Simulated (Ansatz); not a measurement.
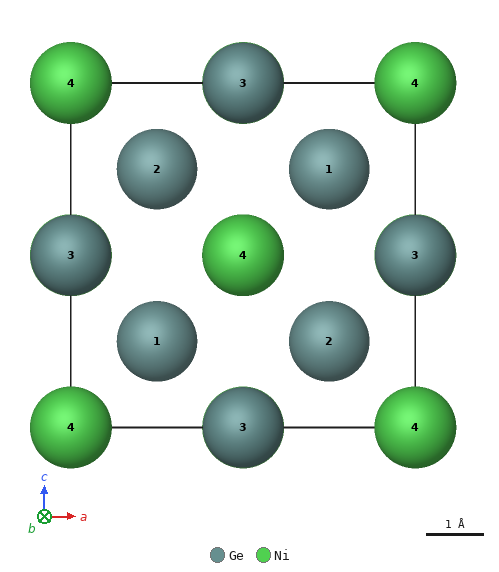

This is the input geometry for a relaxation of crystalline NiGe₃ (built on the BiF3 (D0_3) type) (coarse preliminary run). Style: spheres-only. Shown: the conventional cell (4 times the calculation's cell), along the b axis. Lengths and directions refer to the drawn axes.

Theory: DFT PBEsol, scalar-relativistic, plane waves, PAW in Ansatz.

The input:
```yaml
crystal:
  lattice:
    - [0.0, 3.0355576021, 3.0355576021]
    - [3.0355576021, 0.0, 3.0355576021]
    - [3.0355576021, 3.0355576021, 0.0]
  atoms:
    - { symbol: Ge, position: [0.25, 0.25, 0.25] }
    - { symbol: Ge, position: [0.75, 0.75, 0.75] }
    - { symbol: Ge, position: [0.5, 0.5, 0.5] }
    - { symbol: Ni, position: [0.0, 0.0, 0.0] }
basis:
  ecutwfc: 420
kpoints:
  mp_grid: { grid: [6, 6, 6] }
hamiltonian:
  xc: pbesol
scf:
  occupations: { method: gaussian, width: 0.1 }
output:
  forces: true
  stress: true
  eigenvalues: true
relax:
  adjacent_minimum: "off"
  f_tol: 0.05
  max_steps: 80
  cell: { stress_tol: 0.5 }
```

Command:
```bash
ansatz run input.yaml --threads 1 --pin off --max-ram 2560MiB --backend cpu --events-out ev --progress --plain --runs-dir out
```

Q: Where does the relaxation end?

A: No atom moves by more than 0.005 Å relative to the cell. The volume changes by +11.5 %, with a = b = c 6.071 → 6.295 Å (+3.7 %). Some distances before and after: Ge3–Ni4 3.036 → 3.148 Å, Ge1–Ni4 2.629 → 2.726 Å, Ge1–Ge3 2.629 → 2.726 Å. The space group stays Fm-3m (No. 225). Over 1 accepted move (2 points after the start) the energy falls by 0.280 eV per cell of the calculation. All forces vanish by symmetry, so only the cell relaxes. The pressure goes from 15.09 to 0.28 GPa. The SCF was repeated once at an unchanged geometry on a basis and grid sized afresh for the cell, which shifted the energy by 2.0 meV per cell of the calculation at most. The run took 3.6 s on 1 thread of Intel(R) Xeon(R) 6975P-C (Granite Rapids), on a shared host, peak memory 0.39 GiB.

The structure at the end:

```xyz
4
Lattice="0.0000 3.1477 3.1477 3.1477 0.0000 3.1477 3.1477 3.1477 0.0000" Properties=species:S:1:pos:R:3 pbc="T T T"
Ge    1.5739    1.5739    1.5739
Ge    4.7216    4.7216    4.7216
Ge    3.1477    3.1477    3.1477
Ni    6.2954    6.2954    6.2954
```

After the run, drawn alike:

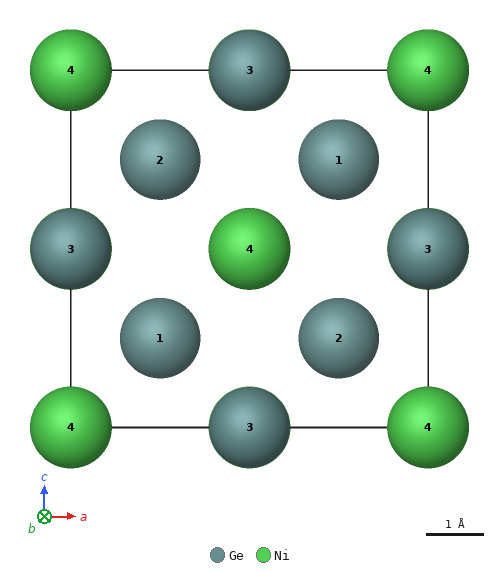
